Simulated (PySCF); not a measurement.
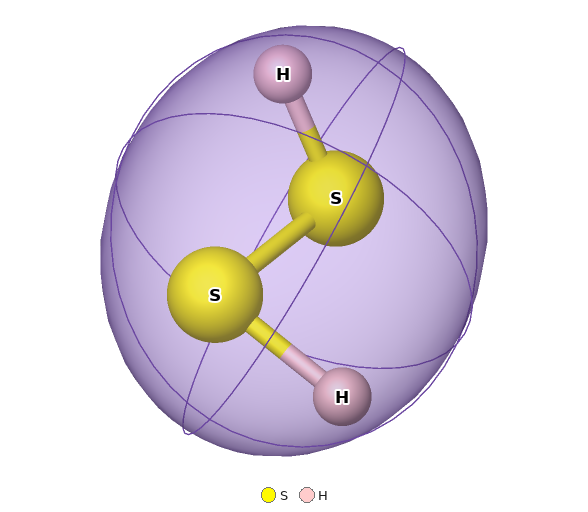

The ellipsoid shows the static dipole polarisability: its half-axes are proportional to the principal values. Geometry: a frame of a GFN2-xTB molecular-dynamics simulation, not a minimum. Level of theory: PBE0/def2-SVPD (PySCF 2.14.0).

**Give the principal values, the mean and the anisotropy.**

Principal values 39.1, 45.7, 58.0 bohr³; mean 47.6 bohr³ (7.05 Å³); anisotropy 16.6 bohr³, so the longest axis is 1.48 times the shortest.
